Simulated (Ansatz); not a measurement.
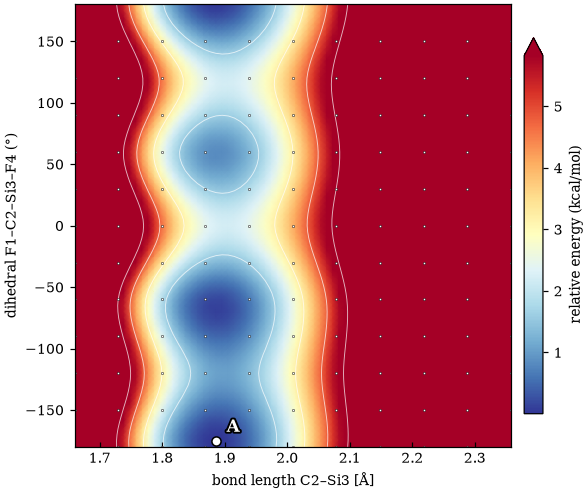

CH3F3Si, SMILES FC[SiH](F)F. The first coordinate is: bond length C2–Si3; the second: dihedral F1–C2–Si3–F4. Nothing is relaxed (all other coordinates rigid). The scan uses an 11 × 12 grid. Points are written as (first, second). All energies are given in kcal/mol relative to the relaxed molecule at the same level. Theory: RKS PBE-D4/def2-TZVP (Ansatz 0.2.0).

Drawn: a smooth colour map with a few white contour lines, dots at the grid points, one colour for all values above the top of the scale, the well A. Between grid points the surface is interpolated.

> Estimate the position of the minimum and the force constants in these coordinates. Take the well at A.

The interpolated minimum is at bond length C2–Si3 ≈ 1.886 Å, dihedral F1–C2–Si3–F4 ≈ −175°. The curvatures there are about 17 eV/Å² and 0.3 eV/rad², with a cross term of about −0.06 eV/(Å·rad). Round the minimum the two coordinates are nearly uncoupled. (1 eV is 23.1 kcal/mol.)
